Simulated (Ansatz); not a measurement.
# A failed many-body run on InSe (R3m)

Aim: the G0W0 gap of InSe (R3m). The first input has a fault.

Program: Ansatz 0.2.0. Level of theory: G0W0 on r2SCAN, plane waves, PAW. Results are calculated unless marked as measured.

The database entry behind the starting cell differs from later determinations by our own check (c about 1.5 % long), so it need not match the best structure at ambient conditions.

## 1. Starting point

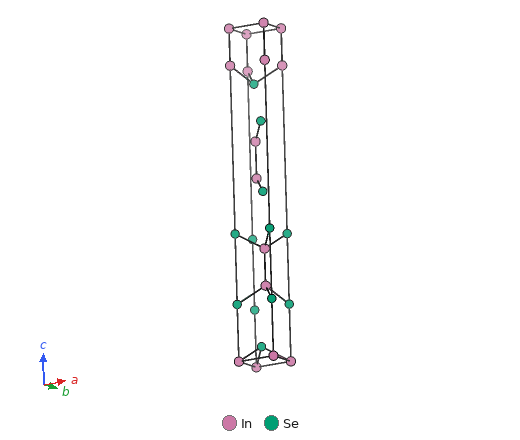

The starting structure, seen from a free direction (indium pink, selenium teal). This picture shows the conventional cell, with its axes. Bonds to atoms that aren't drawn are left out. Some periodic images of atoms are drawn too.

The cell and positions come from the Crystallography Open Database and are kept as given unless a step says otherwise. The default PAW set here is soft_2. Its files were made with PBE.

## 2. First try

input.yaml

```yaml
crystal:
  lattice:
    - [2.0, 1.1547005384, 8.44]
    - [-2.0, 1.1547005384, 8.44]
    - [0.0, -2.3094010768, 8.44]
  atoms:
    - { symbol: In, position: [0.0, 0.0, 0.0] }
    - { symbol: In, position: [0.1114, 0.1114, 0.1114] }
    - { symbol: Se, position: [0.6165, 0.6165, 0.6165] }
    - { symbol: Se, position: [0.8281, 0.8281, 0.8281] }
kpoints:
  mp_grid: { grid: [4, 4, 4] }
hamiltonian:
  xc: r2scan
scf:
  occupations: { method: fixed }
gw:
  n_empty_bands: 190
  ecut_chi: 10
  qp_bands: [v2, c2]
  qp_kpoints: band_edges
  screening: { model: contour_deformation }
```

Launch:

```sh
$ ansatz run input.yaml --threads 3 --pin off --max-ram 92160MiB --backend cuda --events-out ev --progress --plain --runs-dir out --devices 1 --max-vram 13GiB
```

Numbers of over 12 decimals in the logs are rounded to 6 here.

The log of the run:

```text
GPUs: using 1 of 1 available (devices: 1).
Engine: ansatz 0.2.0, x86_64-unknown-linux-gnu
Pseudopotentials: kind: paw
Pseudopotential: In, paw, valence charge 13, recommended cutoff 500 eV (meta_gga), In.paw.azcp
Pseudopotential: Se, paw, valence charge 16, recommended cutoff 500 eV (meta_gga), Se.paw.azcp
Functional definition: r2SCAN
  parameter k0 = 0.174
  parameter k1 = 0.065
  parameter a1 = 4.9479
  exchange = r2scan_x(k0 = k0, k1 = k1, a1 = a1)
  correlation = r2scan_c
device memory: the entry about to start is reckoned to put 3.8 GiB on a device that reports 31.0 GiB free (of which the cap on the GPU budget leaves the run 13.0 GiB)
GPU FFT provider: cuFFT
GPU libraries: cuBLAS 13.8.2, cuFFT 12.4.0, cuSOLVER 12.3.4
Crystal: 4 atoms, lattice volume = 116.948 Å³
Basis set: ecut = 500 eV, 2965 PW (Γ), exchange–correlation on 256×256×256 points (64 copies of the dense FFT grid, shifted against one another)
Bands: 35, of which v1, the nominal top of the filled ones, is band 29 counted from 1 (28 counted from 0)
Symmetry: 6 space group operations
Space group: R3m (ITA 160), of the structure as read, at distance tolerance 4.9e-5 Å
k-points: 13 of 64 (time reversal used)
Non-local potential: In, projectors of the file, l = 0: 2, l = 1: 2, l = 2: 2, l = 3: 2
Non-local potential: Se, projectors of the file, l = 0: 2, l = 1: 2, l = 2: 3, l = 3: 1
PAW form: soft (Blöchl's): semilocal exchange-correlation on the pseudo side does not see the compensation charge
PAW frozen core: In, regenerated for the run's functional (the file was generated under x = pbe(κ = 0.804, μ = 0.219515), c = pbe(β = 0.066725))
PAW frozen core: Se, regenerated for the run's functional (the file was generated under x = pbe(κ = 0.804, μ = 0.219515), c = pbe(β = 0.066725))
PAW one-centre angular grid: In, 590 points (default); XC on 289 of its mesh's 2783 points in the sphere
PAW one-centre angular grid: Se, 590 points (default); XC on 160 Gauss nodes
Initial density: superposition of atomic densities (neutral atoms: chi_scale 0, normalization atom), corrected by the library's trained network
Initial wavefunctions: pseudopotential atomic-orbital guess
GPU buffer pool allocated for 262144 grid points (all kernels)
GPU transforms: local potential and band sums: pruned to the plane-wave sphere, on 64×64×64
Functional: x = r2scan, c = r2scan; τ floored in thin density (d = 2e-4 eV/Å³)
SCF iter   1: F=—  HF=-22182.513806 eV  |F-HF|=—  |Δ(HF+E_count)|=         —  Δρ=6.19e-3  dr2=3.79e-2  dr2_τ=1.63e-2  ethr=1.77e-3  ⟨swp⟩=5.0  Hψ=1636  notcnv=0  defer=52
preconditioner: auto → Resta (q_TF=auto, 2.427 Å⁻¹)  ε∞=3.0  [insulator: Δε(μ)=0.846 eV  Ē_g=14.825 eV  n_scr=30 (ndim 8)  ℏωp=21.2 eV  f_vac=0.087  ε∞_Penn≈3.0]
SCF iter   2: F=—  HF=-22182.526323 eV  |F-HF|=—  |Δ(HF+E_count)|=   1.25e-2  Δρ=2.56e-3  dr2=5.56e-3  dr2_τ=2.70e-4  ethr=6.54e-5  ⟨swp⟩=2.5  Hψ=875  notcnv=0  defer=52
SCF iter   3: F=—  HF=-22182.526689 eV  |F-HF|=—  |Δ(HF+E_count)|=   3.66e-4  Δρ=7.64e-4  dr2=6.12e-4  dr2_τ=1.86e-5  ethr=9.59e-6  ⟨swp⟩=2.6  Hψ=700  notcnv=0  defer=52
SCF iter   4: F=—  HF=-22182.526802 eV  |F-HF|=—  |Δ(HF+E_count)|=   1.13e-4  Δρ=1.92e-4  dr2=5.11e-5  dr2_τ=2.11e-6  ethr=1.05e-6  ⟨swp⟩=3.0  Hψ=841  notcnv=0  defer=52
SCF iter   5: F=—  HF=-22182.526811 eV  |F-HF|=—  |Δ(HF+E_count)|=   8.93e-6  Δρ=5.76e-5  dr2=4.87e-6  dr2_τ=1.20e-7  ethr=8.80e-8  ⟨swp⟩=2.6  Hψ=773  notcnv=0  defer=20
SCF iter   6: F=—  HF=-22182.526813 eV  |F-HF|=—  |Δ(HF+E_count)|=   1.89e-6  Δρ=1.56e-5  dr2=5.54e-7  dr2_τ=9.86e-9  ethr=8.40e-9  ⟨swp⟩=2.0  Hψ=665  notcnv=0  defer=21
SCF iter   7: F=-22182.526813 eV  HF=-22182.526813 eV  |F-HF|=1.94e-8  |Δ(HF+E_count)|=   2.42e-7  Δρ=4.89e-6  dr2=3.93e-8  dr2_τ=2.17e-9  ethr=1.72e-10  ⟨swp⟩=9.5  Hψ=1740  notcnv=0
SCF 1 converged in 7 iterations: F = -22182.526813 eV  dr2 = 3.93e-8
[...]
E_aug_tail   = -0.000403  (compensation charges beyond the density's cutoff)
  E_vtau       = 25.147901  (kinetic-family band-sum trace: ∫τ·v_τ [+ j·A + Jᵃ·Aᵃ] dr)
  E_ewald      = -5364.203816
  E_core_change = -1.598449  (= ΣΔE_core)
  E_smearing   = -0.000000  (= −TS)
  E_closure    = 0.000000  (closes the sum)
  Σ components = -22182.526813   (vs F -22182.526813, Δ=0.00e0)
--- Band table (eV; the first three rows and the last of 13) ---
  k-point 0: bands = [... 25 lower, 5.6972, 5.6972, 5.7897, 5.7897, 9.1163, 9.6448, 11.8005, 11.8005, ... 2 higher]
  k-point 1: bands = [... 25 lower, 4.9589, 5.0949, 5.2313, 6.0258, 9.4079, 9.6048, 11.5174, 11.7386, ... 2 higher]
  k-point 2: bands = [... 25 lower, 4.6266, 4.6374, 4.7376, 5.3410, 8.5521, 9.3540, 11.0638, 11.4251, ... 2 higher]
  k-point 12: bands = [... 25 lower, 5.6266, 5.8666, 5.8666, 7.0613, 7.9252, 9.6901, 11.7184, 11.7184, ... 2 higher]
--- G₀W₀: contour deformation, 7 samples at zero and on the imaginary axis and 1 off it, 64 q-points, 190 empty bands' worth ---
  eigenvalues of the whole cell's RPA ε∞ on this k-mesh (on a slab, of 1 + 4πα/V) = 9.0729, 9.0729, 11.2515; static W/v taken at q = 0 is 0.114474
  bands read: the sum over 219 bands ends inside a degenerate multiplet in 1 slot, whose members it reads at an even weight; the widest, k=7: bands 219 to 220 (counted from 1) at 1/2 each
  gw.qp_kpoints: band_edges: 10 of 13 stored k-points solved, in 2 passes; an edge of the gap read off the rows below is read off those points alone
    valence top: of the k-points left out ik 8 came nearest to being solved in a further pass, in band 29 (counted from 1, as in the quasiparticle table): it holds the edge there only if its correction is more favourable than any solved in that band by at least 0.738 eV; those differ by 0.164 eV
    conduction bottom: of the k-points left out ik 0 came nearest to being solved in a further pass, in band 30 (counted from 1, as in the quasiparticle table): it holds the edge there only if its correction is more favourable than any solved in that band by at least 0.727 eV; those differ by 0.584 eV
  `?` marks the rows in doubt; gw_qp.tsv's column doubts and the gw_qp event give each row's grounds
    ik  band        ε_KS         Σx   Σc(E_QP)       V_xc       Z   E_QP_lin       E_QP  E_QP is
     1    28      5.2313   -17.6798     2.4978   -15.3716  0.7983     5.4203     5.4209  root
     1    29      6.0258   -15.7995     1.9872   -14.0203  0.8086     6.2333     6.2338  root
     1    30      9.4079    -7.7182    -3.1087   -11.5787  0.8202    10.1794    10.1597  root ?
     1    31      9.6048    -9.7495    -2.9581   -13.8096  0.8143    10.6803    10.7069  root
     2    28      4.7376   -17.2834     2.6235   -14.8170  0.7901     4.8942     4.8947  root
     2    29      5.3410   -15.5083     2.1038   -13.5842  0.8033     5.5202     5.5207  root
     2    30      8.5521    -7.7342    -2.8752   -11.1958  0.8251     9.1432     9.1384  root
     2    31      9.3540    -9.6547    -2.9583   -13.6887  0.8140    10.3942    10.4297  root
     3    28      5.3320   -17.8988     2.4808   -15.6113  0.8002     5.5247     5.5253  root
     3    29      6.2429   -15.9825     1.9199   -14.3074  0.8128     6.4870     6.4877  root
     3    30      9.2398    -9.3666    -2.8324   -13.2553  0.8209    10.2369    10.2961  root
     3    31      9.6077    -8.0279    -3.0142   -11.9733  0.8162    10.4267    10.5389  root ?
     5    28      5.1265   -17.1748     2.5763   -14.7543  0.7903     5.2818     5.2823  root
     5    29      5.7605   -15.6590     2.0066   -13.8950  0.8114     6.0025     6.0031  root
     5    30      9.3959    -8.5068    -2.8500   -12.2707  0.8202    10.1912    10.3098  root ?
     5    31      9.7962    -9.4327    -2.9588   -13.4125  0.8134    10.7485    10.8172  root
     6    28      4.9278   -17.6966     2.5909   -15.2668  0.7942     5.0885     5.0890  root
[...]
6    30      8.5619    -8.7392    -2.6864   -12.3777  0.8262     9.4003     9.5139  root ?
     6    31      9.3204    -8.8331    -3.0216   -12.6220  0.8138    10.1149    10.0877  root ?
[...]
10    31      9.8026    -7.4641    -3.2394   -11.4190  0.8135    10.5346    10.5182  root ?
[...]
11    31      9.9617   -10.3878    -3.0208   -14.5771  0.8114    11.1389    11.1303  root
    12    28      5.8666   -18.3293     2.3804   -16.1895  0.8064     6.1065     6.1073  root
    12    29      7.0613   -16.3134     1.5665   -15.0772  0.8227     7.3910     7.3917  root
    12    30      7.9252   -10.1624    -2.4193   -13.6002  0.8292     8.8573     8.9437  root
    12    31      9.6901    -8.0609    -3.1543   -12.2070  0.8161    10.5960    10.6818  root
[key lines of the parts left out:]
SCF converged after 7 iterations
Free energy (F): -22182.526813 eV
Fermi energy:    7.061300 eV
```

The job ended after 34 s (1 × NVIDIA H100 80GB HBM3 (shared by 6 runs) with 3 threads of AMD EPYC 7R13 (Zen 3), shared host; peak memory 2 GiB; 23 s of CPU time).

In the SCF lines HF is the Harris–Foulkes energy and dr2 the Hartree energy of the density residual, in eV; the loop may stop once dr2 is under the threshold and the program's other checks hold. Hψ counts applications of the Hamiltonian.

**Diagnosis.**

The run ended normally, though the input holds a fault or crude settings.

The fault: screening cutoff of 10 eV. Nearly all local fields and short-range correlation are left out.

It printed a gap of 1.55 eV, which is an artefact of the settings.

## 3. A better input

G0W0 replaces the xc potential by the self-energy, built once from these orbitals. Only a window of levels is corrected, while the sums run over the empty bands that the input names.

Changes to input.yaml since step 2:

```diff
@@ -17,4 +17,4 @@
 gw:
-  n_empty_bands: 190
-  ecut_chi: 10
+  n_empty_bands: 349
+  ecut_chi: 120
   qp_bands: [v2, c2]
```

The log of the run:

```text
GPUs: using 1 of 1 available (devices: 1).
[...]
GPU FFT provider: cuFFT
GPU libraries: cuBLAS 13.8.2, cuFFT 12.4.0, cuSOLVER 12.3.4
Crystal: 4 atoms, lattice volume = 116.948 Å³
Basis set: ecut = 500 eV, 2965 PW (Γ), exchange–correlation on 256×256×256 points (64 copies of the dense FFT grid, shifted against one another)
Bands: 35, of which v1, the nominal top of the filled ones, is band 29 counted from 1 (28 counted from 0)
Symmetry: 6 space group operations
[...]
k-points: 13 of 64 (time reversal used)
[...]
GPU buffer pool allocated for 262144 grid points (all kernels)
[...]
SCF iter   1: F=—  HF=-22182.513806 eV  |F-HF|=—  |Δ(HF+E_count)|=         —  Δρ=6.19e-3  dr2=3.79e-2  dr2_τ=1.63e-2  ethr=1.77e-3  ⟨swp⟩=5.0  Hψ=1636  notcnv=0  defer=52
[...]
1    28      5.2313   -17.6798     1.8643   -15.3716  0.7576     4.7828     4.7874  root
     1    29      6.0258   -15.7995     1.3063   -14.0203  0.7680     5.5477     5.5530  root
     1    30      9.4079    -7.7182    -3.7299   -11.5787  0.7953     9.5388     9.5385  root
     1    31      9.6048    -9.7495    -3.8090   -13.8096  0.7832     9.8571     9.8559  root
     2    28      4.7376   -17.2834     1.9977   -14.8170  0.7513     4.2631     4.2690  root
     2    29      5.3410   -15.5083     1.4290   -13.5842  0.7644     4.8403     4.8459  root
     2    30      8.5521    -7.7342    -3.3849   -11.1958  0.8006     8.6288     8.6288  root
     2    31      9.3540    -9.6547    -3.7942   -13.6887  0.7838     9.5950     9.5938  root
[...]
12    28      5.8666   -18.3293     1.7385   -16.1895  0.7635     5.4622     5.4653  root
    12    29      7.0613   -16.3134     0.8499   -15.0772  0.7786     6.6735     6.6751  root
    12    30      7.9252   -10.1624    -3.3090   -13.6002  0.8012     8.0541     8.0540  root
    12    31      9.6901    -8.0609    -4.0084   -12.2070  0.7941     9.8280     9.8277  root
[key lines of the parts left out:]
SCF converged after 7 iterations
Free energy (F): -22182.526813 eV
Fermi energy:    7.061300 eV
```

It took 59 s on 1 × NVIDIA H100 80GB HBM3 (shared by 6 runs) with 3 threads; peak memory 2.3 GiB; 92 s of CPU time.

This step gave:

| Property | Result |
| --- | --- |
| bands summed | 378 |
| RPA ε∞ on this mesh (eigenvalues) | 7.956, 7.956, 10.49 |
| plane waves in the screening matrix | 363 |
| q-points in the mesh | 64 |
| G0W0 gap on the mesh | 1.379 eV |
| k of the valence top | -0.5, -0.5, -0.5 |
| k of the conduction bottom | -0.5, -0.5, -0.5 |
| starting gap on the mesh | 0.8639 eV |
| Z at the valence top | 0.7786 |
| Z at the conduction bottom | 0.8012 |
| least direct G0W0 gap on the computed points | 1.379 eV |

The gap on the mesh goes from 0.86 eV to 1.38 eV, a correction of +0.52 eV. Between the two edge states, bare exchange in place of the xc potential would open the gap by 4.67 eV, and correlation takes back 4.16 eV.

## 4. Summary of results

| Property | Result |
| --- | --- |
| first try | converged after 34 s |
| better run | G0W0 gap on the mesh 1.38 eV (4×4×4 mesh, 349 empty bands, screening to 120 eV) |

What this shows: The second run differs in: empty bands and screening cutoff (eV). Bands and cutoff are finite, so the gap is not at the basis limit. The miss can reach some tenths of an eV and take either sign; the mesh is an error of its own. The many-body steps are scalar-relativistic: spin-orbit coupling is not in them.

[Paths, hosts, dates, memory and timing lines, banners, echoed tables and standing remarks are left out of the program output.]

[Logs are printed without paths, hosts, clocks, repeated set-up lines and the standing remarks that a program may print on its own settings, such as how far it seeks lower states.]

[Runs of the session that timed out or met a known fault of the program may be left out.]

[Cells called generated may have been cut or substituted from an entry of the Crystallography Open Database or the Materials Project.]

[Hosts, paths, dates, database ids (printed as entryN), source tags and the programs' standing remarks are cut or masked in the printed files.]
